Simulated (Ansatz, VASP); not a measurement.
# Cross-check of SiW between VASP and Ansatz, part 2 of 2

Wanted: the spread between two codes on one cell, functional and k mesh. The cell is invented: As first built, before any earlier steps moved the atoms (in the runner's words): it takes the WC structure with some of its atoms replaced by other elements, volume scaled by an estimate. It may not be a known or stable phase. The cell is taken from a series of VASP runs on this material, whose earlier steps may have relaxed, scaled or displaced it; both programs get it as it stands. Valence electrons are named where the data sets of a main pair hold unlike numbers.

VASP 6.6.1 and Ansatz 0.2.0.

So far: The structure; VASP: band structure, HSEsol.

## Step 3: Ansatz: band structure, HSEsol

Level of this step: Ansatz beside VASP: Kohn-Sham DFT, plane waves, HSEsol (Ansatz).

Ansatz runs on its default PAW (the set named soft_2) files.

The same cell, functional, mesh and smearing now go to Ansatz, which takes its cutoff from its data sets.

Contents of input.yaml:

```yaml
crystal:
  lattice:
    - [3.1462339355, -8.2e-09, 0.0]
    - [-1.5731174854, 2.7247182678, 0.0]
    - [0.0, 0.0, 3.4999919662]
  atoms:
    - { symbol: W, position: [0.0, 0.0, 0.0] }
    - { symbol: Si, position: [0.66666667, 0.33333333, 0.5] }
hamiltonian:
  xc:
    exchange: hjs_pbesol
    correlation: pbesol
    exx: { coeff: 0.25, omega: 0.2 }
  pseudopotentials: { kind: paw }
kpoints:
  mp_grid: { grid: [5, 5, 4] }
  band_path:
    path:
      - [0.0, 0.0, 0.0]
      - [0.44444, 0.0, 0.0]
      - [0.38889, 0.22222, 0.0]
      - [0.18519, 0.18519, 0.0]
      - [0.0, 0.0, 0.11111]
      - [0.0, 0.0, 0.5]
      - [0.44444, 0.0, 0.5]
      - [0.38889, 0.22222, 0.5]
      - [0.18519, 0.18519, 0.5]
      - [0.5, 0.0, 0.38889]
      - [0.33333, 0.33333, 0.0]
      - [0.33333, 0.33333, 0.5]
    npoints: 1
scf:
  occupations: { method: gaussian, width: 0.02 }
  n_extra_bands: 7
output:
  forces: true
  stress: true
  eigenvalues: true
```

Run with:

```console
$ ansatz run input.yaml --threads 4 --pin off --max-ram 9216MiB --backend cpu --events-out ev --progress --plain --runs-dir out
```

Numbers of over 12 decimals in the logs are rounded to 6 here.

What it wrote:

```text
Warning: the atoms were moved onto the symmetric positions of the space group found under crystal.symmetry.tolerance 1.0e-5 (fractional; no operation is sought that the atoms, as they stand in a round, miss by more than twice it, and no atom is moved by as much as it), and the run uses the moved positions. Before a round's move an operation carried an atom to 1.57e-8 Å from where it should land, the largest such dist [...]
Warning: output.stress: scf.convergence.dr2_threshold = 1e-7 eV (the SCF's general default) is looser than the 2e-10 eV advised for a printed stress (1e-10 eV for each atom of the cell: 2). What an SCF threshold leaves in a stress goes as its square root, and in the free energy as the threshold itself, and one threshold admits the most on a small cell: [figures from the program's tests cut] Set scf.convergence.dr2_threshold to 2e-10 eV or tighter. The threshold is an SCF's pass mark: one that does not reach it within its budget of iterations ends unconverged, or closes short of it on a stop that the run arms, and scf.convergence.dr2_threshold's page says what that costs each kind of run
Warning: output.stress: scf.exx.energy_threshold = 1e-6 eV is looser than the 2e-8 eV advised for a stress under a hybrid functional (1e-8 eV for each atom of the cell: 2). Every SCF of the exchange loop can meet its threshold on dr2 while the loop round them stops early: no threshold on dr2 bounds what that leaves in the stress. Set scf.exx.energy_threshold to 2e-8 eV or tighter. The threshold is the loop's pass mark: a loop that does not reach it within its budget of cycles ends unconverged, and scf.exx.energy_threshold's page has the law
scf.n_extra_bands = 7 over 9 filled bands (N_el = 18.0): the run solves 16 bands
Engine: ansatz 0.2.0, x86_64-unknown-linux-gnu
Pseudopotentials: kind: paw
Pseudopotential: W, paw, valence charge 14, recommended cutoff 420 eV (normal), W.paw.azcp
Pseudopotential: Si, paw, valence charge 4, recommended cutoff 420 eV (normal), Si.paw.azcp
Functional definition: unnamed
  parameter a_1 = 0.25
  parameter omega_1 = 0.2/angstrom
  exchange = pbe_x(mu = 0.123457) + (-a_1)*hjs_pbesol_x_sr(omega_1) + a_1*exact_x_sr(omega_1)
  correlation = pbe_c(beta = 0.046)
Crystal: 2 atoms, lattice volume = 30.004 Å³
Basis set: ecut = 420 eV, 563 PW (Γ), exchange–correlation on 48×48×48 points (8 copies of the dense FFT grid, shifted against one another)
Bands: 16, of which v1, the nominal top of the filled ones, is band 9 counted from 1 (8 counted from 0)
Symmetry: 12 space group operations
Space group: P-6m2 (ITA 187), of the structure as read, at distance tolerance 3.1e-5 Å
k-points: 15 of 100 (time reversal used)
Non-local potential: W, projectors of the file, l = 0: 3, l = 1: 2, l = 2: 2, l = 3: 1
Non-local potential: Si, projectors of the file, l = 0: 2, l = 1: 2, l = 2: 2
PAW form: soft (Blöchl's): semilocal exchange-correlation on the pseudo side does not see the compensation charge
PAW frozen core: W, regenerated for the run's functional, and the local potential with it (the file was generated under x = pbe(κ = 0.804, μ = 0.219515), c = pbe(β = 0.066725))
PAW frozen core: Si, regenerated for the run's functional, and the local potential with it (the file was generated under x = pbe(κ = 0.804, μ = 0.219515), c = pbe(β = 0.066725))
PAW one-centre angular grid: W, 590 points (default); XC on 64 Gauss nodes
PAW one-centre angular grid: Si, 110 points (default); XC on 64 Gauss nodes
Initial density: superposition of atomic densities (neutral atoms: chi_scale 0, normalization atom), corrected by the library's trained network
Initial wavefunctions: pseudopotential atomic-orbital guess
Functional: x = pbesol(κ = 0.804, μ = 0.123457), c = pbesol(β = 0.046), warm-up for x = hjs_pbesol + 0.25 (exact − hjs_pbesol) at short range (ω = 0.2 Å⁻¹), c = pbesol(β = 0.046)
SCF iter   1: F=—  HF=-10878.283811 eV  |F-HF|=—  |Δ(HF+E_count)|=         —  Δρ=9.71e-3  dr2=3.20e-2  ethr=1.77e-3  ⟨swp⟩=7.1  Hψ=1037  notcnv=0
preconditioner: auto → none  [metal: Δε(μ)=0.020 eV  Ē_g=10.542 eV  σ=0.020 eV  W_gap=0.49  n_scr=8 (ndim 8)  ℏωp=21.4 eV  f_vac=0.000  D(μ)=2.41/eV (n_scr^D=22)  sad-step TF]
SCF iter   2: F=—  HF=-10878.278821 eV  |F-HF|=—  |Δ(HF+E_count)|=   4.99e-3  Δρ=6.01e-3  dr2=1.37e-2  ethr=1.78e-4  ⟨swp⟩=2.7  Hψ=493  notcnv=0  defer=8
iter 3 solved again at ethr=2.10e-6 eV; its pass at ethr=7.63e-5 eV (dr2=3.78e-4 eV) is discarded
SCF iter   3: F=—  HF=-10878.275497 eV  |F-HF|=—  |Δ(HF+E_count)|=   3.32e-3  Δρ=1.06e-3  dr2=3.87e-4  ethr=2.10e-6  ⟨swp⟩=2.3  Hψ=954  notcnv=0  defer=2
SCF iter   4: F=—  HF=-10878.275417 eV  |F-HF|=—  |Δ(HF+E_count)|=   8.00e-5  Δρ=6.61e-4  dr2=1.86e-4  ethr=2.10e-6  ⟨swp⟩=3.1  Hψ=423  notcnv=0  defer=2
SCF iter   5: F=—  HF=-10878.275376 eV  |F-HF|=—  |Δ(HF+E_count)|=   4.10e-5  Δρ=1.14e-4  dr2=1.92e-6  ethr=1.04e-6  ⟨swp⟩=2.3  Hψ=385  notcnv=0  defer=2
SCF iter   6: F=—  HF=-10878.275376 eV  |F-HF|=—  |Δ(HF+E_count)|=   3.59e-7  Δρ=1.77e-5  dr2=8.27e-8  ethr=1.07e-8  ⟨swp⟩=3.5  Hψ=470  notcnv=0  defer=1
SCF iter   7: F=—  HF=-10878.275376 eV  |F-HF|=—  |Δ(HF+E_count)|=   1.83e-8  Δρ=2.43e-6  dr2=1.18e-9  ethr=4.60e-10  ⟨swp⟩=3.0  Hψ=410  notcnv=0  defer=1
[...]
SCF iter   5: F=—  HF=-10917.000215 eV  |F-HF|=—  |Δ(HF+E_count)|=   3.93e-6  Δρ=6.85e-5  dr2=2.86e-6  ethr=5.57e-11  ⟨swp⟩=4.2  Hψ=678  notcnv=0  defer=1
SCF iter   6: F=—  HF=-10917.000214 eV  |F-HF|=—  |Δ(HF+E_count)|=   4.26e-7  Δρ=1.25e-6  dr2=1.03e-6  ethr=5.57e-11  ⟨swp⟩=4.0  Hψ=609  notcnv=0
Mixer restart at iter 6: flushing history
SCF iter   7: F=—  HF=-10917.000216 eV  |F-HF|=—  |Δ(HF+E_count)|=   2.03e-6  Δρ=5.05e-5  dr2=1.64e-6  ethr=1.83e-12  ⟨swp⟩=4.8  Hψ=738  notcnv=0  defer=1
SCF iter   8: F=—  HF=-10917.000217 eV  |F-HF|=—  |Δ(HF+E_count)|=   7.10e-7  Δρ=2.84e-5  dr2=5.84e-7  ethr=1.83e-12  ⟨swp⟩=5.1  Hψ=793  notcnv=0
SCF iter   9: F=—  HF=-10917.000218 eV  |F-HF|=—  |Δ(HF+E_count)|=   1.03e-6  Δρ=3.20e-5  dr2=7.92e-7  ethr=1.83e-12  ⟨swp⟩=5.1  Hψ=805  notcnv=0
SCF iter  10: F=—  HF=-10917.000218 eV  |F-HF|=—  |Δ(HF+E_count)|=   2.38e-7  Δρ=1.00e-5  dr2=6.64e-8  ethr=1.83e-12  ⟨swp⟩=5.1  Hψ=837  notcnv=0
SCF iter  11: F=-10917.000218 eV  HF=-10917.000218 eV  |F-HF|=4.73e-11  |Δ(HF+E_count)|=   9.50e-8  Δρ=4.41e-7  dr2=3.55e-10  ethr=1.83e-12  ⟨swp⟩=5.1  Hψ=695  notcnv=0  defer=1
SCF 4 converged in 11 iterations: F = -10917.000218 eV  dr2 = 3.55e-10
  Residual-converged pass: ⟨swp⟩=2.0  Hψ=277  notcnv=0  max |occ|·‖R‖ = 2.4e-6 eV (tolerance 2.4e-6 eV)  dr2=3.55e-10  dr2_onsite=1.93e-12  max |Δocc| = 1.0e-12
hybrid outer 3: dexx = +5.001e-5 eV, tail = 6.25e-8 eV, Δε = 1.12e-2 eV (about 6.38e-4 eV left of the loop's levels)
The result ahead of the solve for the band table, with the exchange loop's own table, told since no file at a place of the run's own has it by now; the run can take it back:
hybrid SCF converged: 3 outer / 21 inner (+8 warm-up), last move |dexx| = 5.00e-5 eV, tail = 6.25e-8 eV
Stability not checked: this state was not tested for a lower state beside it, because the functional holds exact exchange (a hybrid, or Hartree-Fock), whose exchange loop this test does not read (fock_operator; see scf.lower_state_search)
Free energy (F): -10917.000218 eV
Frozen-core exchange: fock
Harris-Foulkes:  -10917.000218 eV  (|F-HF|=4.73e-11)
Internal energy: -10916.999699 eV  (E = F + TS)
E sigma→0 (E₀):  -10916.999958 eV
Entropy (-TS):   -0.000518 eV (-0.259 meV/atom)
Fermi energy:    16.523225 eV
--- Per-component energies (eV) ---
  E_band       = -152.134369
  E_kinetic    = 492.583703
  E_local      = -882.383822  (includes V_loc(G=0)·N_el)
  E_nonlocal   = 30.104113
  E_hartree    = 327.613577
  E_xc         = -256.705299
  E_vxc        = -228.658075  (∫ρ·V_xc dr)
  E_exx        = -46.552910  (= α·E_x^exact, valence–valence)
  E_paw        = -8990.969754  (= ΣΔE_a)
  E_vpaw       = -125.901465  (= ΣTr[D̂ρ^β])
  E_aug_tail   = -0.000047  (compensation charges beyond the density's cutoff)
  E_ewald      = -1587.884513
  E_core_change = -2.804747  (= ΣΔE_core)
  E_smearing   = -0.000518  (= −TS)
  E_closure    = -0.000000  (closes the sum)
  Σ components = -10917.000218   (vs F -10917.000218, Δ=0.00e0)
--- Forces (eV/Å), atoms counted from 1 ---
  atom   1  W      0.00000000     0.00000000     0.00000000
  atom   2  Si    -0.00000000     0.00000000     0.00000000
  max |Σ_I F_I| component: 2.31e-17 eV/Å
--- Stress (GPa, compression-positive) ---
       -7.631100       0.000000       0.000000
       -0.000000      -7.631100       0.000000
        0.000000       0.000000      -8.192430
  P = ⅓ Tr σ = -7.8182 GPa (-78.182 kbar)
--- Band table (eV; the first three rows and the last of 15) ---
  k-point 0: bands = [... 5 lower, 11.8768, 14.5454, 14.5454, 16.3683, 17.7642, 17.7642, 24.1039, 24.1039, ... 1 higher]
  k-point 1: bands = [... 5 lower, 10.3074, 14.8984, 14.8984, 16.5380, 16.5380, 16.6601, 24.5296, 24.5296, ... 1 higher]
  k-point 2: bands = [... 5 lower, 7.4975, 15.3967, 15.3967, 15.5627, 15.5627, 17.7007, 23.3726, 23.3726, ... 1 higher]
  k-point 14: bands = [... 5 lower, 10.7412, 11.2612, 13.8305, 14.7264, 18.7014, 21.0206, 21.4864, 22.8929, ... 1 higher]
NSCF: frozen V_eff on 12 k-points
hybrid SCF converged: 3 outer / 21 inner (+8 warm-up), last move |dexx| = 5.00e-5 eV, tail = 6.25e-8 eV
Stability not checked: this state was not tested for a lower state beside it, because the functional holds exact exchange (a hybrid, or Hartree-Fock), whose exchange loop this test does not read (fock_operator; see scf.lower_state_search)
Free energy (F): -10917.000218 eV
Frozen-core exchange: fock
Harris-Foulkes:  -10917.000218 eV  (|F-HF|=4.73e-11)
Internal energy: -10916.999699 eV  (E = F + TS)
E sigma→0 (E₀):  -10916.999958 eV
Entropy (-TS):   -0.000518 eV (-0.259 meV/atom)
Fermi energy:    16.523225 eV
--- Per-component energies (eV) ---
  E_band       = -152.134369
  E_kinetic    = 492.583703
  E_local      = -882.383822  (includes V_loc(G=0)·N_el)
  E_nonlocal   = 30.104113
  E_hartree    = 327.613577
  E_xc         = -256.705299
  E_vxc        = -228.658075  (∫ρ·V_xc dr)
  E_exx        = -46.552910  (= α·E_x^exact, valence–valence)
  E_paw        = -8990.969754  (= ΣΔE_a)
  E_vpaw       = -125.901465  (= ΣTr[D̂ρ^β])
  E_aug_tail   = -0.000047  (compensation charges beyond the density's cutoff)
  E_ewald      = -1587.884513
  E_core_change = -2.804747  (= ΣΔE_core)
  E_smearing   = -0.000518  (= −TS)
  E_closure    = -0.000000  (closes the sum)
  Σ components = -10917.000218   (vs F -10917.000218, Δ=0.00e0)
--- Forces (eV/Å), atoms counted from 1 ---
  atom   1  W      0.00000000     0.00000000     0.00000000
  atom   2  Si    -0.00000000     0.00000000     0.00000000
  max |Σ_I F_I| component: 2.31e-17 eV/Å
--- Stress (GPa, compression-positive) ---
       -7.631100       0.000000       0.000000
       -0.000000      -7.631100       0.000000
        0.000000       0.000000      -8.192430
  P = ⅓ Tr σ = -7.8182 GPa (-78.182 kbar)
--- Band table (eV; the first three rows and the last of 15) ---
  k-point 0: bands = [... 5 lower, 11.8768, 14.5454, 14.5454, 16.3683, 17.7638, 17.7638, 24.1038, 24.1038, ... 3 higher]
  k-point 1: bands = [... 5 lower, 10.3074, 14.8983, 14.8983, 16.5382, 16.5382, 16.6601, 24.5296, 24.5296, ... 3 higher]
  k-point 2: bands = [... 5 lower, 7.4975, 15.3967, 15.3967, 15.5629, 15.5629, 17.7007, 23.3726, 23.3726, ... 3 higher]
  k-point 14: bands = [... 5 lower, 10.7413, 11.2612, 13.8305, 14.7264, 18.7014, 21.0206, 21.4865, 22.8928, ... 3 higher]
```

It took 24 s on 4 threads of Intel Xeon Platinum 8375C at 2.90GHz (Ice Lake), shared host; peak memory 0.7 GiB.

In the SCF lines HF is the Harris–Foulkes energy and dr2 the Hartree energy of the density residual, in eV; the loop may stop once dr2 is under the threshold and the program's other checks hold. Hψ counts applications of the Hamiltonian.

## Step 4: Side by side

Known differences besides the potentials themselves: exact exchange at q = 0 is treated differently, which shows on coarse meshes; VASP keeps PBE cores, Ansatz makes them for the functional; the data sets hold 18 valence electrons in Ansatz (on its default PAW (the set named soft_2) files) and 10 in VASP; the cutoff is 420 eV in Ansatz and 400 eV in VASP; VASP takes a coarser grid for exact exchange (PRECFOCK = Fast). Total energies have different zeros and are not compared.

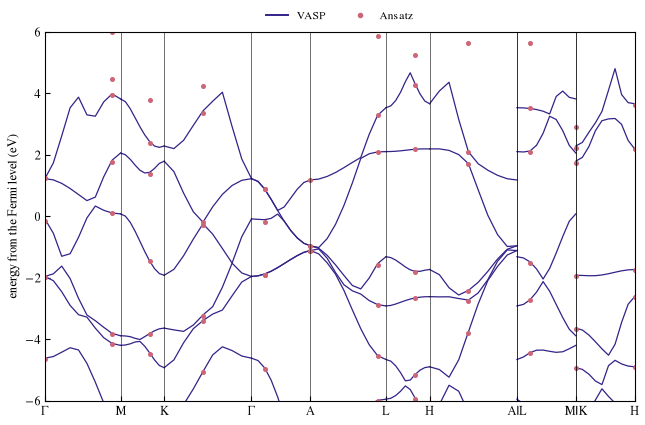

Bands from VASP (lines) and levels from Ansatz (dots). Dots without a line are higher empty bands that the VASP plot leaves out.

Levels from 3 eV below to 2 eV above the Fermi level differ by 29 meV r.m.s. and 69 meV at most; each VASP level is matched to the nearest of Ansatz, which flatters the figure a little.

## Step 5: What came out

| Item | Value |
| --- | --- |
| r.m.s. difference of levels near the Fermi level (band structure, HSEsol) | 29 meV |

**Reading.** The r.m.s. difference of levels near the Fermi level is 29 meV (band structure, HSEsol), within the 80 meV picked in this series as the mark of a large difference. The data sets hold unlike numbers of valence electrons (18 in Ansatz and 10 in VASP), so part of the differences comes from the potentials. Such differences can come from data sets, numerical settings and the points named under the comparisons, not from the functional's error against experiment.

[Lines on the potential files, build, host, timing and source positions are cut from VASP's logs without a mark.]

[Logs are printed without paths, hosts, clocks, repeated set-up lines and the standing remarks that a program may print on its own settings, such as how far it seeks lower states.]

[Hosts, paths, dates, database ids (printed as entryN), source tags and the programs' standing remarks are cut or masked in the printed files.]
